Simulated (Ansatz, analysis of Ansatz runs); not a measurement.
# A hop of Cl in Cs3Li2Cl5 (Imm2), charge 0

Aim: the barrier of one jump in Cs3Li2Cl5 (Imm2) at charge 0: V_Cl hop (3.8 Å). The model is a cell of 60 host atoms with 1 Cl taken out; Cl is the atom that moves.

Calculated with Ansatz 0.2.0; plane-wave PAW DFT, PBEsol; nudged elastic band between two relaxed defect structures.

### Step 1. The structure

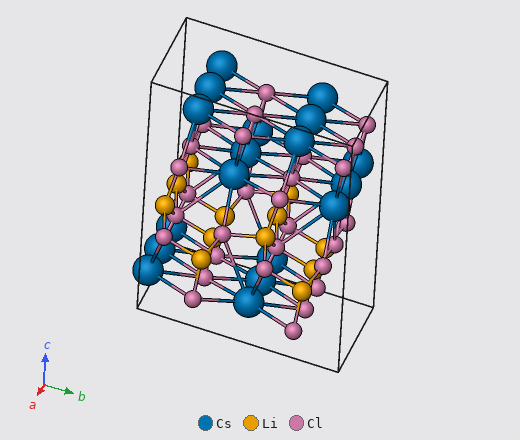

Start, viewed slightly off an axis; caesium blue, lithium orange, chlorine pink.

The cell holds 59 atoms: 18 Cs, 12 Li and 29 Cl. Cell: a = 12.405 Å, b = 11.479 Å, c = 12.396 Å, α = 103.4°, β = 99.6°, γ = 90.0°. It derives from Cs3Li2Cl5 (space group Imm2). Nearest the centre at fractional (0.689, 0.796, 0.642): Li55 at 1.40 Å, Cl58 at 1.91 Å, Cs51 at 2.96 Å, Cs31 at 2.97 Å, Cl57 at 3.28 Å, Cl38 at 3.28 Å, Li54 at 3.69 Å, Li34 at 3.70 Å.

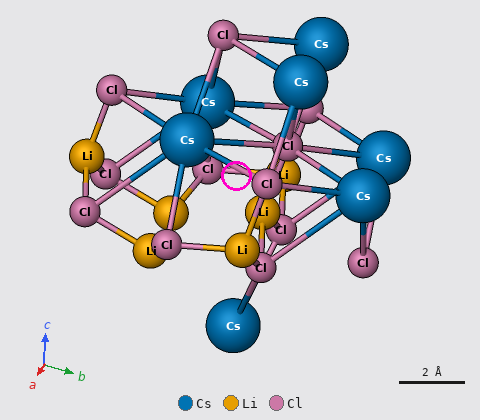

The atoms within 5 Å of the centre. A ring marks the centre wherever it is empty.

The cell's shortest repeat is 11.5 Å.

### Step 2. Relaxation of the start point, charge 0

A barrier is counted from a minimum, so both ends are relaxed first. Small random displacements break the symmetry of the ideal sites, so that the defect can distort if it gains by it. The cell holds an odd number of electrons, so the run is spin-polarised with the moment held at 1 μB.

Contents of q0_M1.start/input.yaml:

```yaml
crystal:
  lattice:
    - [-7.26279126, 0.0, 10.05668361]
    - [-9.30599473, 0.0, -6.72048182]
    - [3.53696389, -11.88058461, 0.00400652]
  atoms:
    - { symbol: Cs, position: [0.20698338, 0.17983322, 0.75368865] }
    - { symbol: Cs, position: [0.28908716, 0.3029889, 0.24631135] }
    - { symbol: Cs, position: [0.24802175, 0.4928089, 0.0] }
    - { symbol: Li, position: [0.15332132, 0.08941381, 0.43173718] }
    - { symbol: Li, position: [0.00940893, 0.37354522, 0.56826282] }
    - { symbol: Cl, position: [0.0013807, 0.16114104, 0.52008141] }
    - { symbol: Cl, position: [0.12086471, 0.05469553, 0.23701902] }
    - { symbol: Cl, position: [0.16135357, 0.40110033, 0.47991859] }
    - { symbol: Cl, position: [0.04185837, 0.43618602, 0.76298098] }
    - { symbol: Cl, position: [0.08135244, 0.24348952, 0.0] }
    - { symbol: Cs, position: [0.20698338, 0.67983322, 0.75368865] }
    - { symbol: Cs, position: [0.28908716, 0.8029889, 0.24631135] }
    - { symbol: Cs, position: [0.24802175, 0.9928089, 0.0] }
    - { symbol: Li, position: [0.15332132, 0.58941381, 0.43173718] }
    - { symbol: Li, position: [0.00940893, 0.87354522, 0.56826282] }
    - { symbol: Cl, position: [0.0013807, 0.66114104, 0.52008141] }
    - { symbol: Cl, position: [0.12086471, 0.55469553, 0.23701902] }
    - { symbol: Cl, position: [0.16135357, 0.90110033, 0.47991859] }
    - { symbol: Cl, position: [0.04185837, 0.93618602, 0.76298098] }
    - { symbol: Cl, position: [0.08135244, 0.74348952, 0.0] }
    - { symbol: Cs, position: [0.54031671, 0.17983322, 0.75368865] }
    - { symbol: Cs, position: [0.62242049, 0.3029889, 0.24631135] }
    - { symbol: Cs, position: [0.58135508, 0.4928089, 0.0] }
    - { symbol: Li, position: [0.48665466, 0.08941381, 0.43173718] }
    - { symbol: Li, position: [0.34274226, 0.37354522, 0.56826282] }
    - { symbol: Cl, position: [0.33471404, 0.16114104, 0.52008141] }
    - { symbol: Cl, position: [0.45419805, 0.05469553, 0.23701902] }
    - { symbol: Cl, position: [0.4946869, 0.40110033, 0.47991859] }
    - { symbol: Cl, position: [0.3751917, 0.43618602, 0.76298098] }
    - { symbol: Cl, position: [0.41468577, 0.24348952, 0.0] }
    - { symbol: Cs, position: [0.54031671, 0.67983322, 0.75368865] }
    - { symbol: Cs, position: [0.62242049, 0.8029889, 0.24631135] }
    - { symbol: Cs, position: [0.58135508, 0.9928089, 0.0] }
    - { symbol: Li, position: [0.48665466, 0.58941381, 0.43173718] }
    - { symbol: Li, position: [0.34274226, 0.87354522, 0.56826282] }
    - { symbol: Cl, position: [0.33471404, 0.66114104, 0.52008141] }
    - { symbol: Cl, position: [0.45419805, 0.55469553, 0.23701902] }
    - { symbol: Cl, position: [0.4946869, 0.90110033, 0.47991859] }
    - { symbol: Cl, position: [0.3751917, 0.93618602, 0.76298098] }
    - { symbol: Cl, position: [0.41468577, 0.74348952, 0.0] }
    - { symbol: Cs, position: [0.87365004, 0.17983322, 0.75368865] }
    - { symbol: Cs, position: [0.95575383, 0.3029889, 0.24631135] }
    - { symbol: Cs, position: [0.91468842, 0.4928089, 0.0] }
    - { symbol: Li, position: [0.81998799, 0.08941381, 0.43173718] }
    - { symbol: Li, position: [0.6760756, 0.37354522, 0.56826282] }
    - { symbol: Cl, position: [0.66804737, 0.16114104, 0.52008141] }
    - { symbol: Cl, position: [0.78753138, 0.05469553, 0.23701902] }
    - { symbol: Cl, position: [0.82802023, 0.40110033, 0.47991859] }
    - { symbol: Cl, position: [0.70852504, 0.43618602, 0.76298098] }
    - { symbol: Cl, position: [0.7480191, 0.24348952, 0.0] }
    - { symbol: Cs, position: [0.87365004, 0.67983322, 0.75368865] }
    - { symbol: Cs, position: [0.95575383, 0.8029889, 0.24631135] }
    - { symbol: Cs, position: [0.91468842, 0.9928089, 0.0] }
    - { symbol: Li, position: [0.81998799, 0.58941381, 0.43173718] }
    - { symbol: Li, position: [0.6760756, 0.87354522, 0.56826282] }
    - { symbol: Cl, position: [0.78753138, 0.55469553, 0.23701902] }
    - { symbol: Cl, position: [0.82802023, 0.90110033, 0.47991859] }
    - { symbol: Cl, position: [0.70852504, 0.93618602, 0.76298098] }
    - { symbol: Cl, position: [0.7480191, 0.74348952, 0.0] }
basis:
  ecutwfc: 420
  xc_grid: 2
hamiltonian:
  xc: pbesol
kpoints:
  mp_grid: { grid: [1, 1, 1], shift: [0.25, 0.25, 0.25] }
magnetization:
  spin_polarized: true
  initial_magnetization: 1
  spin_locking: { lock_magnetization: hard }
scf:
  occupations: { method: fixed }
  max_iter: 100
output:
  forces: true
relax:
  f_tol: 0.02
  max_steps: 70
  random_displacement: { amplitude: 0.03, seed: 47 }
```

On the command line:

```bash
$ ansatz run input.yaml --threads 32 --pin off --max-ram 84787MiB --backend cuda --events-out ev --progress --plain --runs-dir out --max-vram 78GiB
```

The program printed:

```text
[...]
Engine: ansatz 0.2.0, aarch64-unknown-linux-gnu
[...]
Pseudopotential: Cs, paw, valence charge 9, recommended cutoff 420 eV (normal), Cs.paw.azcp
Pseudopotential: Li, paw, valence charge 3, recommended cutoff 420 eV (normal), Li.paw.azcp
Pseudopotential: Cl, paw, valence charge 7, recommended cutoff 420 eV (normal), Cl.paw.azcp
Functional definition: PBEsol
[...]
Crystal: 59 atoms, lattice volume = 1691.758 Å³
Basis set: ecut = 420 eV, 33071 PW (Γ), exchange–correlation on 180×160×180 points (8 copies of the dense FFT grid, shifted against one another)
Bands: 260, of which v1, the nominal top of the filled ones, is band 201 counted from 1 (200 counted from 0)
[...]
SCF iter   9: F=-133854.105174 eV  HF=-133854.105175 eV  |F-HF|=8.33e-7  |Δ(HF+E_count)|=   5.67e-7  Δρ=2.62e-6 (↑2.62e-6 ↓1.90e-6)  dr2=1.31e-6  dr2_m=1.05e-8  M=1.000 μB ∫|m|=1.017 μB  ethr=1.44e-9  [...]
SCF 1 converged in 9 iterations: F = -133854.105174 eV  dr2 = 1.31e-6
[...]
relax step   1: F+E_penalty+E_count = -133854.10517404 eV  Δ(F+E_penalty+E_count) = +0.000e0 eV  max|allowed force component| = 1.368e-1 eV/Å  Δτ_max = 0.0000 Å  (9 SCF iters, dr2 threshold 1.00e-5 eV [...]
[...]
SCF iter   1: F=—  HF=-133854.170737 eV  |F-HF|=—  |Δ(HF+E_count)|=         —  Δρ=7.12e-4 (↑6.56e-4 ↓7.12e-4)  dr2=4.50e-2  dr2_m=1.34e-4  M=1.000 μB ∫|m|=1.019 μB  β_m=0.30  ethr=9.55e-6  ⟨swp⟩=4.0   [...]
[...]
SCF 4 converged in 7 iterations: F = -133854.186216 eV  dr2 = 3.52e-9
relax step   4: F+E_penalty+E_count = -133854.18621631 eV  Δ(F+E_penalty+E_count) = -4.040e-3 eV  max|allowed force component| = 1.052e-2 eV/Å  Δτ_max = 0.0495 Å  (7 SCF iters, accepted)
SCF converged after 7 iterations
[...]
```

Run time: 4.1 s. Hardware: 1 × NVIDIA GB200 with 32 threads of Arm Neoverse V2, shared host; peak memory 1.4 GiB; 15 s of CPU time.

The steps of the relaxation:

| step | energy less that of the first step (eV) | largest force component (eV/Å) |
| --- | --- | --- |
| 1 | 0.0000 | 0.1368 |
| 2 | -0.0568 | 0.0787 |
| 3 | -0.0770 | 0.0207 |
| 4 | -0.0810 | 0.0105 |

The atoms that moved most (Å, from the sites as typed, ahead of the random displacement, the mean shift of all atoms taken out):

| atom | dx | dy | dz | length |
| --- | --- | --- | --- | --- |
| Li55 | 0.140 | 0.039 | 0.103 | 0.177 |
| Cl48 | -0.070 | -0.055 | -0.097 | 0.132 |
| Cl28 | -0.110 | -0.053 | -0.036 | 0.127 |
| Li54 | -0.060 | -0.013 | -0.102 | 0.119 |
| Li34 | -0.113 | -0.013 | -0.023 | 0.115 |
| Cl58 | 0.049 | 0.043 | 0.036 | 0.074 |
| Cl57 | 0.060 | 0.009 | 0.012 | 0.062 |
| Cl38 | 0.027 | 0.003 | 0.053 | 0.060 |

Neighbours of Cl58 at the end:

| atom | distance (Å) |
| --- | --- |
| Li55 | 2.325 |
| Cs33 | 3.520 |
| Cs53 | 3.523 |
| Cs41 | 3.524 |
| Cs21 | 3.525 |
| Cs31 | 3.552 |
| Cs51 | 3.553 |
| Cl38 | 3.922 |
| Cl57 | 3.927 |

Numbers from this step:

| Property | Result |
| --- | --- |
| free energy | -133854.1862 eV |
| total moment | 1 μB |
| integral of the absolute spin density | 1.017 μB |
| spin contamination | 8.88e-4 |
| r.m.s. move of the farther half of the atoms | 0.02095 Å |
| largest move from the ideal geometry of this structure, a common shift of the far atoms taken out | 0.1903 Å |

The relaxation gained 0.081 eV and ended with a largest force component of 0.011 eV/Å.

### Step 3. Relaxation of the end point, charge 0

The end point is relaxed in the same cell and settings, so that the two energies compare. Atoms more than 3.2 Å from the middle of the hop start where the first relaxation left them, the nearer ones on or close to their ideal places, with small random displacements.

Contents of q0_M1.end/input.yaml:

```yaml
crystal:
  lattice:
    - [-7.26279126, 0.0, 10.05668361]
    - [-9.30599473, 0.0, -6.72048182]
    - [3.53696389, -11.88058461, 0.00400652]
  atoms:
    - { symbol: Cs, position: [0.20663005, 0.17916281, 0.75222742] }
    - { symbol: Cs, position: [0.29049072, 0.30402737, 0.24793044] }
[... 12 atom lines left out ...]
    - { symbol: Li, position: [0.00934509, 0.87259904, 0.56800189] }
    - { symbol: Cl, position: [0.0020524, 0.66134346, 0.51920845] }
[... 2 atom lines left out ...]
    - { symbol: Cl, position: [0.04158904, 0.93547404, 0.76253489] }
[... 11 atom lines left out ...]
    - { symbol: Cs, position: [0.54031671, 0.67983322, 0.75368865] }
[... 2 atom lines left out ...]
    - { symbol: Li, position: [0.49065383, 0.59851845, 0.43264729] }
    - { symbol: Li, position: [0.34266684, 0.87294572, 0.56804827] }
[... 2 atom lines left out ...]
    - { symbol: Cl, position: [0.49683005, 0.89613865, 0.47948197] }
[... 12 atom lines left out ...]
    - { symbol: Cs, position: [0.87365004, 0.67983322, 0.75368865] }
[... 2 atom lines left out ...]
    - { symbol: Li, position: [0.81634689, 0.59883486, 0.43265224] }
    - { symbol: Li, position: [0.6760756, 0.87354522, 0.56826282] }
[... 1 atom line left out ...]
    - { symbol: Cl, position: [0.82585536, 0.89578622, 0.47899769] }
    - { symbol: Cl, position: [0.669359, 0.656452, 0.520752] }
    - { symbol: Cl, position: [0.74838243, 0.74245168, -0.00096409] }
basis:
  ecutwfc: 420
  xc_grid: 2
hamiltonian:
  xc: pbesol
kpoints:
  mp_grid: { grid: [1, 1, 1], shift: [0.25, 0.25, 0.25] }
magnetization:
  spin_polarized: true
  initial_magnetization: 1
  spin_locking: { lock_magnetization: hard }
scf:
  occupations: { method: fixed }
  max_iter: 100
output:
  forces: true
relax:
  f_tol: 0.02
  max_steps: 70
  random_displacement: { amplitude: 0.01, seed: 47 }
```

The program printed:

```text
[...]
Crystal: 59 atoms, lattice volume = 1691.758 Å³
Basis set: ecut = 420 eV, 33071 PW (Γ), exchange–correlation on 180×160×180 points (8 copies of the dense FFT grid, shifted against one another)
Bands: 260, of which v1, the nominal top of the filled ones, is band 201 counted from 1 (200 counted from 0)
[...]
k-points: 1
[...]
SCF iter  10: F=-133854.150308 eV  HF=-133854.150309 eV  |F-HF|=6.52e-7  |Δ(HF+E_count)|=   3.08e-5  Δρ=3.59e-6 (↑3.59e-6 ↓2.49e-6)  dr2=1.11e-6  dr2_m=3.97e-8  M=1.000 μB ∫|m|=1.017 μB  ethr=2.49e-9  [...]
SCF 1 converged in 10 iterations: F = -133854.150308 eV  dr2 = 1.11e-6
[...]
relax step   1: F+E_penalty+E_count = -133854.15030812 eV  Δ(F+E_penalty+E_count) = +0.000e0 eV  max|allowed force component| = 2.358e-1 eV/Å  Δτ_max = 0.0000 Å  (10 SCF iters, dr2 threshold 1.00e-5 e [...]
[...]
SCF 2 converged in 6 iterations: F = -133854.199812 eV  dr2 = 1.26e-7
[...]
SCF 4 converged in 3 iterations: F = -133854.210467 eV  dr2 = 8.95e-9
relax step   4: F+E_penalty+E_count = -133854.21046693 eV  Δ(F+E_penalty+E_count) = -1.208e-7 eV  max|allowed force component| = 1.853e-2 eV/Å  Δτ_max = 0.0000 Å  (3 SCF iters, accepted)
SCF converged after 3 iterations
[...]
```

Wall time 3.5 s (1 × NVIDIA GB200 with 32 threads); peak memory 1.5 GiB; 13 s of CPU time.

Relaxation path:

| step | energy less that of the first step (eV) | largest force component (eV/Å) |
| --- | --- | --- |
| 1 | 0.0000 | 0.2358 |
| 2 | -0.0495 | 0.1027 |
| 3 | -0.0602 | 0.0186 |
| 4 | -0.0602 | 0.0185 |

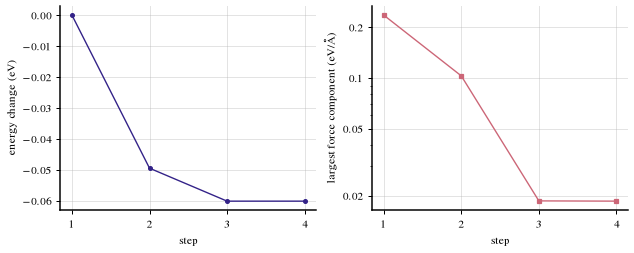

Energy and largest force along the relaxation.

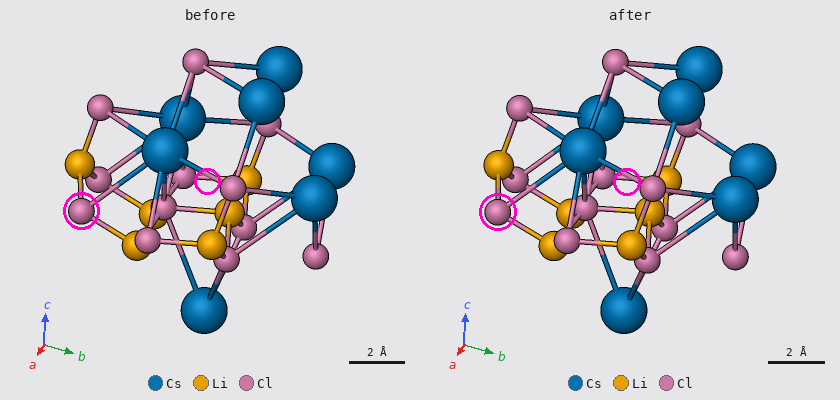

Before and after: the atoms that start within 5 Å of the centre. Cl48, which moves most, is ringed if it is among them. A ring with no atom in it marks the empty centre.

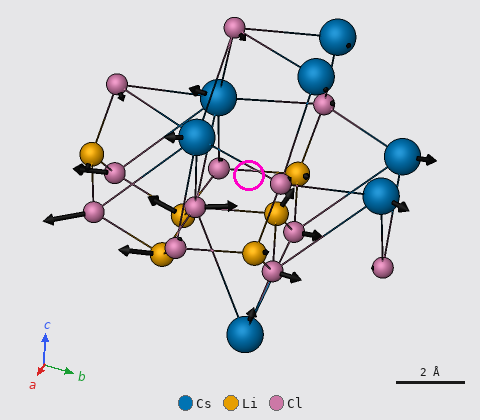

Displacements in the relaxation from the typed sites near the centre, exaggerated; the longest in the cell stands for 0.10 Å. A ring marks the centre wherever it is empty.

The atoms that moved most (Å, from the sites as typed, ahead of the random displacement):

| atom | dx | dy | dz | length |
| --- | --- | --- | --- | --- |
| Cl48 | 0.047 | 0.036 | 0.082 | 0.101 |
| Cl28 | 0.087 | 0.029 | 0.018 | 0.094 |
| Li54 | 0.039 | 0.003 | 0.077 | 0.087 |
| Li34 | 0.083 | -0.001 | 0.012 | 0.084 |
| Cl58 | -0.051 | -0.022 | -0.054 | 0.078 |
| Cl57 | -0.052 | -0.006 | -0.017 | 0.055 |
| Li55 | -0.013 | -0.051 | -0.009 | 0.054 |
| Cl38 | -0.028 | -0.001 | -0.043 | 0.051 |

Neighbours of Cl58 at the end:

| atom | distance (Å) |
| --- | --- |
| Li55 | 2.374 |
| Li34 | 2.387 |
| Li54 | 2.388 |
| Cs51 | 3.483 |
| Cs31 | 3.483 |
| Li45 | 3.492 |
| Cl38 | 3.549 |
| Cl57 | 3.550 |
| Cl28 | 3.564 |
| Cl48 | 3.564 |

Read from the output:

| Property | Result |
| --- | --- |
| free energy | -133854.2105 eV |
| total moment | 1 μB |
| integral of the absolute spin density | 1.016 μB |
| spin contamination | 6.12e-4 |
| r.m.s. move of the farther half of the atoms | 0.01077 Å |
| largest move from the ideal geometry of this structure, a common shift of the far atoms taken out | 0.07795 Å |

The relaxation gained 0.060 eV and ended with a largest force component of 0.018 eV/Å. The end lies 0.024 eV below the start.

[end of part 1 of 2]

[Logs are printed without paths, hosts, clocks, repeated set-up lines and the standing remarks that a program may print on its own settings, such as how far it seeks lower states.]

[Hosts, paths, dates, database ids (printed as entryN), source tags and the programs' standing remarks are cut or masked in the printed files.]
